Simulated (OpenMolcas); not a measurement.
# Excited-state calculation, with input and output: CH$_{4}$AlClO (part 4 of 4)

CH$_{4}$AlClO, SMILES C[O][AlH][Cl]; CASSCF/ANO-RCC-VDZP, DKH2 (OpenMolcas 26.06). The geometry comes from this level: PBE0-D4/def2-TZVP.

Geometry of the input (Å):
```
C  0.1322  1.2506  0.2630
O  0.6453  0.0520  -0.2460
Al 0.1034  -1.5197  -0.4266
Cl -1.8290  -2.0078  0.2244
H  0.1184  2.0124  -0.5225
H  -0.8865  1.1362  0.6500
H  0.7702  1.6126  1.0750
H  1.0380  -2.5933  -1.0729
```

Output, continued
```
                       available to each process: 1.9 GB of memory, 1 thread

      ********************************************************************************
      *                             General data section                             *
      ********************************************************************************

   Specific data for JOBIPH file JOBIPH
   -------------------------------------

   Header from SEWARD:

   CASSCF title (first line only):
       (No title given)

  STATE IRREP:                1
  SPIN MULTIPLICITY:          1
  ACTIVE ELECTRONS:           2
  MAX RAS1 HOLES:             0
  MAX RAS3 ELECTRONS:         0
  NR OF CONFIG:               3

   The following data are common to all the states:
   ------------------------------------------------
   (note: frozen counts as inactive, deleted as secondary)

      Nr of irreps: 1

                 Total     No./Irrep
      Irrep                  1
                             a

      INACTIVE      23      23
      ACTIVE         2       2
      SECONDARY     59      59
      BASIS         84      84

      RAS1           0       0
      RAS2           2       2
      RAS3           0       0

        MATRIX ELEMENTS WILL BE COMPUTED FOR THE FOLLOWING ONE-ELECTRON OPERATORS, UNLESS ZERO BY SYMMETRY.
   (Herm=Hermitian, Anti=Antihermitian, Sing=Singlet operator, Trip=Triplet operator)
     MLTPL  0   1 (HERMSING)     MLTPL  1   1 (HERMSING)     MLTPL  1   2 (HERMSING)
     MLTPL  1   3 (HERMSING)     MLTPL  2   1 (HERMSING)     MLTPL  2   2 (HERMSING)
     MLTPL  2   3 (HERMSING)     MLTPL  2   4 (HERMSING)     MLTPL  2   5 (HERMSING)
     MLTPL  2   6 (HERMSING)     VELOCITY   1 (ANTISING)     VELOCITY   2 (ANTISING)
     VELOCITY   3 (ANTISING)     ANGMOM     1 (ANTISING)     ANGMOM     2 (ANTISING)
     ANGMOM     3 (ANTISING)     MLTPV  2   1 (ANTISING)     MLTPV  2   2 (ANTISING)
     MLTPV  2   3 (ANTISING)     MLTPV  2   4 (ANTISING)     MLTPV  2   5 (ANTISING)
     MLTPV  2   6 (ANTISING)

       EIGENSTATES OF A SPIN-FREE HAMILTONIAN WILL BE COMPUTED BASED ON:

  A Hamiltonian matrix computed by RASSI.

  Nr of states:                    2

   State:        1   2
  JobIph:        1   1
 Root nr:        1   2

  HAMILTONIAN MATRIX FOR THE ORIGINAL STATES:

  Diagonal, with energies
   -818.55057243   -818.27014480

      OVERLAP MATRIX FOR THE ORIGINAL STATES:

  Diagonal, with elements
      1.00000000      1.00000000

::    RASSI State    1     Total energy:    -818.55057242642101
::    RASSI State    2     Total energy:    -818.27014479982620

      ****************************************************************************************************
      *                                         Spin-free section                                        *
      *                 Note: index according to input order, order according to energy.                 *
      ****************************************************************************************************

  SPIN-FREE ENERGIES:
  (Shifted by EMIN (a.u.) =       -818.5505724264)

 SF State       Relative EMIN(au)   Rel lowest level(eV)    D:o, cm**(-1)

     1             0.0000000000        0.0000000000              0.0000
     2             0.2804276266        7.6308244613          61546.7500

++ Dipole transition strengths (spin-free states):
   -----------------------------------------------
     for osc. strength at least  1.00000000E-05

      From   To        Osc. strength     Einstein coefficients Ax, Ay, Az (sec-1)    Total A (sec-1)
     -----------------------------------------------------------------------------------------------
         1    2       2.47200688E-01  3.72396438E+07  5.73645487E+08  1.37151152E+07  6.24600246E+08
     -----------------------------------------------------------------------------------------------
--

++ Velocity transition strengths (spin-free states):
   -------------------------------------------------
     for osc. strength at least  1.00000000E-05

      From   To        Osc. strength     Einstein coefficients Ax, Ay, Az (sec-1)    Total A (sec-1)
     -----------------------------------------------------------------------------------------------
         1    2       1.59426896E-01  2.51074924E+07  3.69225797E+08  8.48953008E+06  4.02822820E+08
     -----------------------------------------------------------------------------------------------
--

++ Length and velocity gauge comparison (spin-free states):
   --------------------------------------------------------

 --------------------------------------------------
 A comparison between the dipole oscillator strengths in
 length and velocity gauge will be performed

     All dipole oscillator differences above the tolerance of   1.00000000E-01  will be printed

 Due to basis set deficiency these oscillator may be problematic

 The tolerance is defined as ABS(1-O_l/O_v)
 O_l : dipole oscillator strength in length gauge
 O_p : dipole oscillator strength in velocity gauge
 --------------------------------------------------

  Problematic transitions have been found

      From   To       Difference (%) Osc. st. (len.) Osc. st. (vel.)
     ---------------------------------------------------------------
         1    2            55.055825  2.47200688E-01  1.59426896E-01
     ---------------------------------------------------------------

 Number of problematic transitions =                     1

--

 Electric-dipole - electric-octupole not included
 Electric-dipole - magnetic-quadrupole not included

      ****************************************************************************************************
      *                                    Special properties section                                    *
      ****************************************************************************************************

--- Stop Module: rassi /rc=_RC_ALL_IS_WELL_ ---

.##################.
.# Happy landing! #.
.##################.

    Timing: Wall=8.37 User=7.38 System=0.89
```

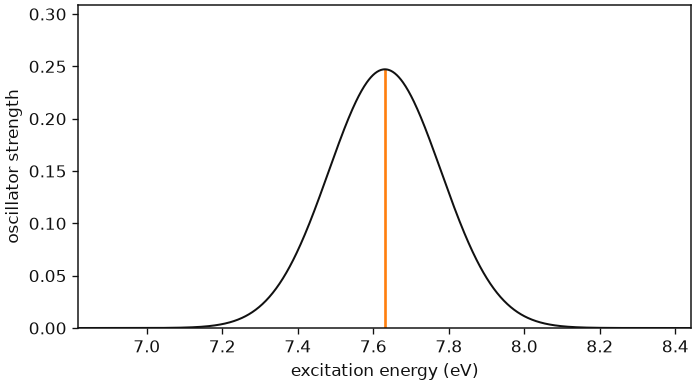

Fig. 1: Computed excitations as sticks (degenerate states added up, dark ones marked on the axis), with a Gaussian envelope of 0.35 eV full width at half maximum, scaled to the tallest. Of the 1 states the lowest lies at 7.63 eV (f = 0.247); the strongest line is at 7.63 eV, or 162 nm (f = 0.247).

Key numbers

```csv
quantity,value
outcome,converged
total energy,−818.550572 hartree
CASSCF energy,−818.550572 hartree
basis functions,84
lowest singlet excitation,7.63 eV
wall time,8.7 s
peak memory,0.08 GiB
```
